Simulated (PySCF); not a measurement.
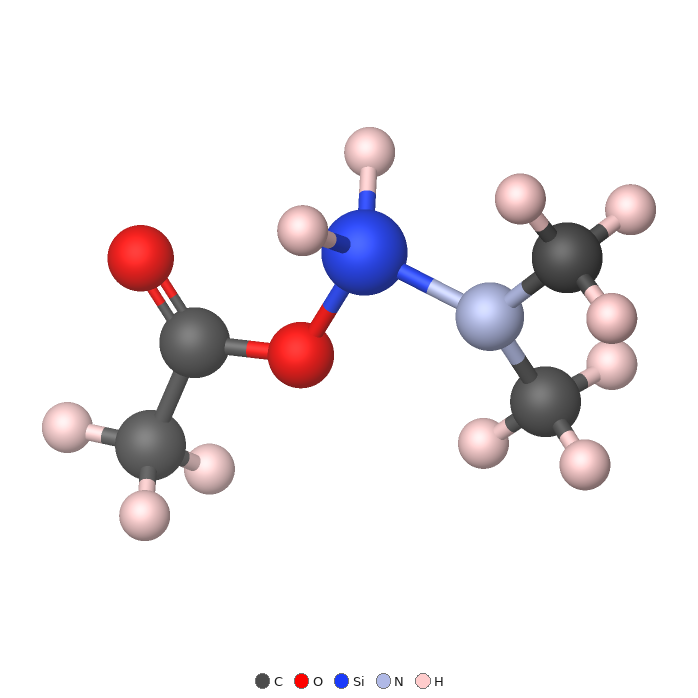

The picture shows a molecular structure as a ball-and-stick model. Multiple sticks mark multiple bonds (one Kekulé form).

The geometry was computed by an optimisation with GFN2-xTB. No frequency run is at hand to confirm it as a minimum.

Identify the structure.

The molecule is C4H11NO2Si. Its SMILES string is `CC(=O)O[SiH2]N(C)C`. It has no ring. Among its groups: Si–H bond, Si–O bond, Si–N bond. The point group is C1. Coordination, clear cases only: 3 C tetrahedral; 1 C trigonal planar; 1 O bent; 1 Si tetrahedral.

More results for the same structure follow; atom numbers are the same in all pictures, views and colours differ.

## Geometry

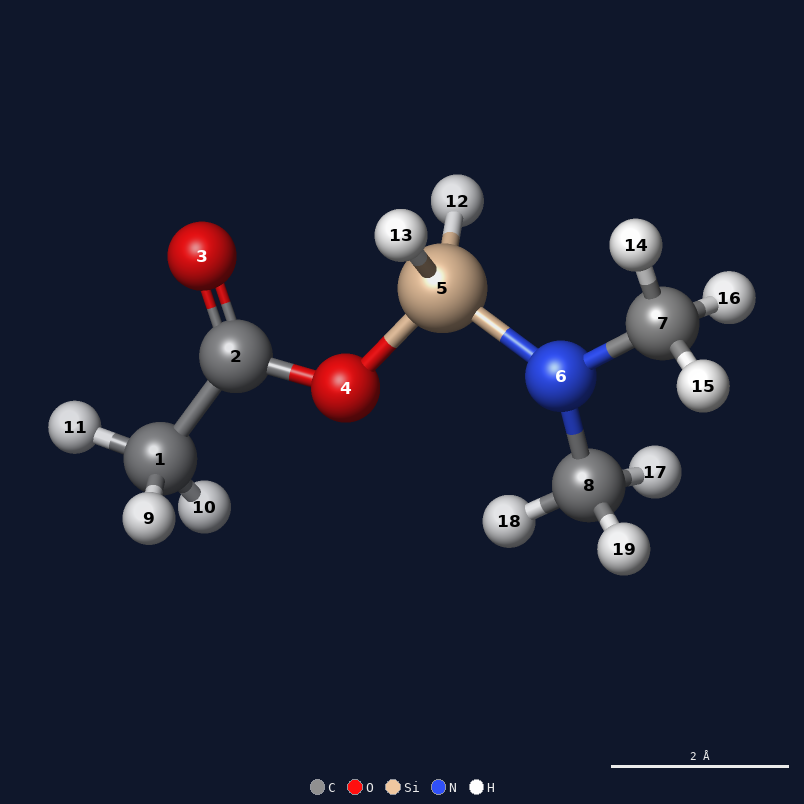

Atoms carry their numbers in the input. No frequency run is at hand to confirm it as a minimum.

Give these bond angles: C1–C2–O3, C2–C1–H9, C2–C1–H11, O3–C2–O4, O4–Si5–H12, O4–Si5–H13, Si5–N6–C7, Si5–N6–C8, N6–Si5–H12, N6–C7–H15, N6–C8–H17, C7–N6–C8.

| angle | degrees |
| --- | --- |
| C1–C2–O3 | 124.7 |
| C2–C1–H9 | 108.7 |
| C2–C1–H11 | 110.1 |
| O3–C2–O4 | 122.7 |
| O4–Si5–H12 | 107.3 |
| O4–Si5–H13 | 110.1 |
| Si5–N6–C7 | 118.6 |
| Si5–N6–C8 | 124.6 |
| N6–Si5–H12 | 117.4 |
| N6–C7–H15 | 110.0 |
| N6–C8–H17 | 111.5 |
| C7–N6–C8 | 112.5 |

## Charges

The questions are on Hirshfeld charges. No frequency run is at hand to confirm it as a minimum. Method: PBE0/pcSseg-1, gas phase (PySCF 2.14.0).

Which atom carries the highest charge (most positive or least negative)?

Answer. Si5 (0.41 e).

And the lowest?

Answer. O3 (−0.26 e).

Give the Hirshfeld charges atom by atom.

```json
{"atom": "C1", "value (e)": "−0.12"}
{"atom": "C2", "value (e)": "0.22"}
{"atom": "O3", "value (e)": "−0.26"}
{"atom": "O4", "value (e)": "−0.18"}
{"atom": "Si5", "value (e)": "0.41"}
{"atom": "N6", "value (e)": "−0.18"}
{"atom": "C7", "value (e)": "−0.07"}
{"atom": "C8", "value (e)": "−0.07"}
{"atom": "H9", "value (e)": "0.06"}
{"atom": "H10", "value (e)": "0.06"}
{"atom": "H11", "value (e)": "0.06"}
{"atom": "H12", "value (e)": "−0.09"}
{"atom": "H13", "value (e)": "−0.08"}
{"atom": "H14", "value (e)": "0.05"}
{"atom": "H15", "value (e)": "0.04"}
{"atom": "H16", "value (e)": "0.03"}
{"atom": "H17", "value (e)": "0.03"}
{"atom": "H18", "value (e)": "0.04"}
{"atom": "H19", "value (e)": "0.04"}
```

## NMR shielding

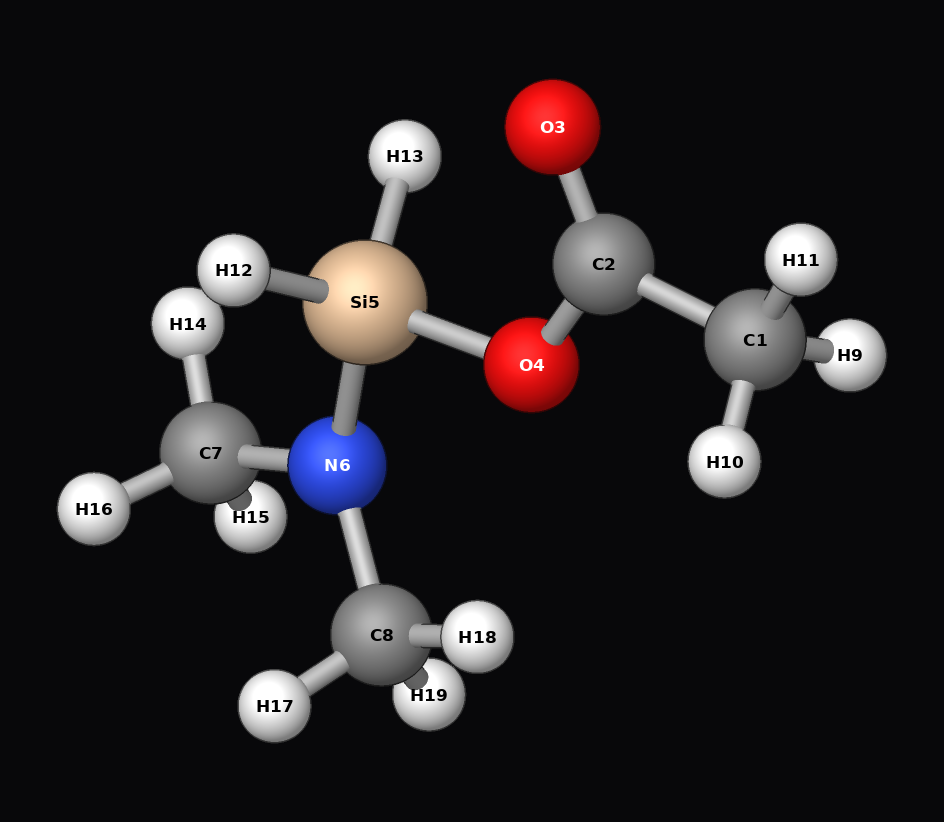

No frequency run is at hand to confirm it as a minimum. Properties computed with GIAO PBE0/pcSseg-1 NMR shielding, non-relativistic, gas phase (PySCF 2.14.0). Principal shieldings σ11 ≤ σ22 ≤ σ33, span Ω = σ33 − σ11, skew κ = 3(σiso − σ22)/Ω.

Give the shielding tensors of the Si atoms.

```tsv
atom	σ11	σ22	σ33	σiso	Ω	κ
Si5	351.4	376.2	416.4	381.3	65.0	0.24
```

Shieldings and span in ppm.

## Electronic properties

No frequency run is at hand to confirm it as a minimum. Method: PBE0/def2-SVPD, gas phase (PySCF 2.14.0). Excitations: vertical, linear response.

Estimate the mean static polarisability.

Answer. 88.4 bohr³.

What is the lowest vertical singlet excitation?

Answer. 5.66 eV.

Give the HOMO–LUMO gap at this level.

Answer. 6.61 eV.

Give the dipole moment at this level.

Answer. 2.72 D.

## Bond orders

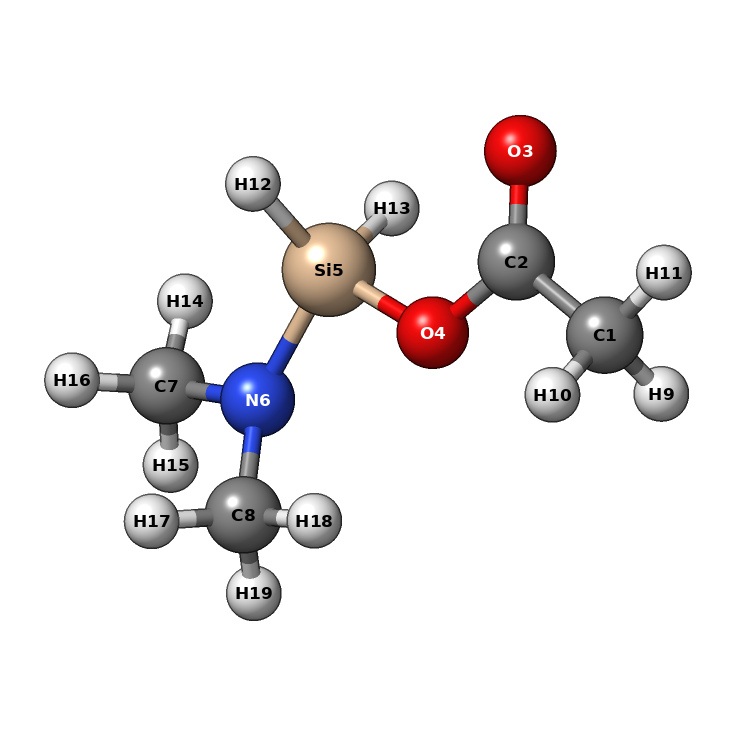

Every bond is drawn as one stick. No frequency run is at hand to confirm it as a minimum. Level of theory: PBE0/pcSseg-1 (PySCF 2.14.0).

Which bond between heavy atoms has the highest Mayer bond order?

Answer. C2–O3, 1.95, at a length of 1.202 Å.

Which bond between heavy atoms has the lowest Mayer bond order?

Answer. O4–Si5, 0.82, at 1.664 Å.

List the Mayer bond orders of C1–C2, C2–O3, C2–O4, O4–Si5, Si5–N6, N6–C7, N6–C8 (bonds between heavy atoms, one of each equivalent set).

| bond | Mayer order | length (Å) |
| --- | --- | --- |
| C1–C2 | 1.00 | 1.506 |
| C2–O3 | 1.95 | 1.202 |
| C2–O4 | 1.08 | 1.321 |
| O4–Si5 | 0.82 | 1.664 |
| Si5–N6 | 1.00 | 1.710 |
| N6–C7 | 0.97 | 1.439 |
| N6–C8 | 0.95 | 1.444 |

The geometry is semi-empirical. Around Si such bond lengths and angles can be off by a tenth of an ångström or more and by several degrees, and values that hang on the shape move with them.
